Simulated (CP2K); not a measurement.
Consider 4-fluoropyridine at its PBE geometry (Å).

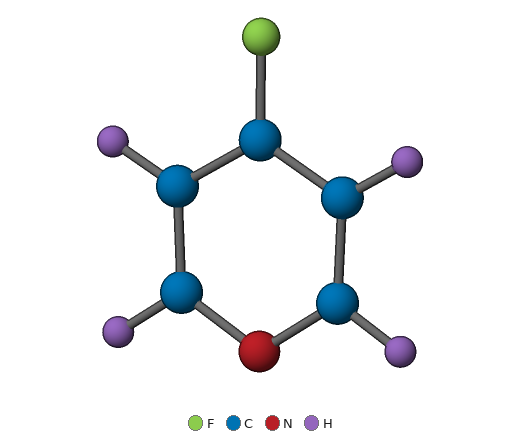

The molecule (fluorine green, carbon blue, nitrogen red, hydrogen purple).

```xyz
11

F    -1.0157    2.2951    0.0475
C    -0.4663    1.0476    0.0238
C    -1.2911   -0.0713    0.0378
C    -0.6636   -1.3226    0.0052
N     0.6685   -1.5045   -0.0381
C     1.4252   -0.3913   -0.0448
C     0.9165    0.9116   -0.0159
H    -2.3745    0.0270    0.0715
H    -1.2716   -2.2303    0.0131
H     2.5063   -0.5459   -0.0764
H     1.5663    1.7847   -0.0236
```

Method: CP2K XAS_TDP, all-electron GAPW, PBEh(45%), aug-cc-pVDZ, TDA, GW2X-corrected core level, no relativity.

Q: Predict the bright core excitations at the C K edge.

Leading lines: C2 289.29 eV, C3 287.41 eV and C4 287.56 eV. The leading line of an atom is its first one with 35 % of the strongest within 2.5 eV of its lowest line over the strength cut. Core ionisation energies at this level: C3 292.52, C4 293.29 and C2 295.07 eV.

The first six lines of each atom with a strength over 0.0015:

```csv
atom,energy (eV),states,"strength, one atom",above the computed threshold
C2 (bonded to 2 C and F),289.29,1,0.0619,
,292.30,1,0.0459,
,294.60,1,0.0015,
,295.24,1,0.0049,yes
,295.54,1,0.0059,yes
,296.28,1,0.0046,yes
"C3 (bonded to 2 C and H), 2 alike",287.41,1,0.0475,
,290.46,1,0.0130,
,291.30,1,0.0019,
,291.94,1,0.0017,
,292.16,1,0.0049,
,292.95,1,0.0023,yes
"C4 (bonded to C, N and H), 2 alike",287.56,1,0.0569,
,291.30,1,0.0119,
,292.31,1,0.0023,
,292.96,1,0.0039,
,293.54,1,0.0028,yes
,293.78,1,0.0049,yes
```

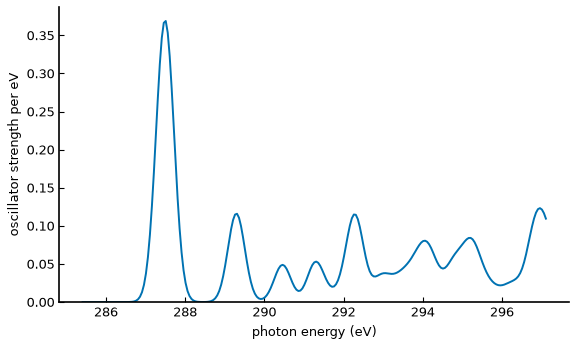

All atoms added, broadened by 0.5 eV.

Lines are vertical, at one geometry, with no vibrational structure. GW2X ionisation energies and lines can be off by 1 to 2 eV either way, and a good line position may hide errors that cancel. These values hold no scalar relativity, about 0.1 eV for C 1s. Rydberg lines, and the discretised continuum above threshold, depend on the basis and the box.

[Banner, clock and machine lines of the logs are left out without a mark of their own.]

[Logs are printed without paths, hosts, clocks, repeated set-up lines and the standing remarks that a program may print on its own settings, such as how far it seeks lower states.]

[Hosts, paths, dates, database ids (printed as entryN), source tags and the programs' standing remarks are cut or masked in the printed files.]
